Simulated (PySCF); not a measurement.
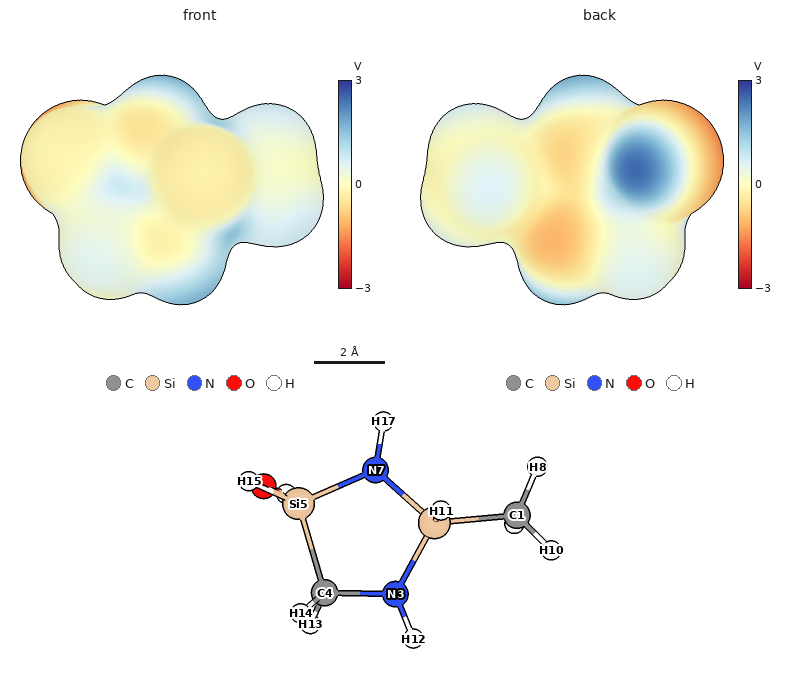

C2H10N2OSi2. The molecular electrostatic potential painted on the density surface at 0.002 e/bohr³, seen from the front and from behind; red is negative and blue positive. The bare structure is drawn below in the same view.

Geometry: GFN2-xTB.

Computed with PySCF, PBE0/def2-SVPD, SCF density, gas phase.

Input file:

```
{"job": {"kind": "uv", "xc": "PBE0", "basis": "def2-SVPD", "nstates": 8, "ntriplets": 3}, "charge": 0, "multiplicity": 1}
C      2.109678     1.592486     0.164315
Si     0.895265     0.264975     0.743452
N      0.786162    -1.019929    -0.383037
C     -0.504509    -1.656240    -0.568865
Si    -1.847119    -0.456760     0.062169
O     -2.912213     0.079011    -1.045270
N     -0.766704     0.755920     0.630617
H      2.047181     2.468368     0.800157
H      1.925936     1.905039    -0.857766
H      3.126817     1.221840     0.222999
H      1.193112    -0.121032     2.139525
H      1.568060    -1.623262    -0.581692
H     -0.632886    -1.905350    -1.627501
H     -0.552497    -2.604081    -0.020306
H     -2.740786    -1.038535     1.054924
H     -2.609846     0.553872    -1.816199
H     -1.092649     1.595710     1.072570
```

Command:

```sh
OMP_NUM_THREADS=1 python probes_run.py task.json out
```

**Where is the surface potential most negative and most positive?**

The most negative region (about −1.5 V) lies over O6, the most positive (about +2.3 V) over H16. O6 is the likeliest acceptor of a hydrogen bond.
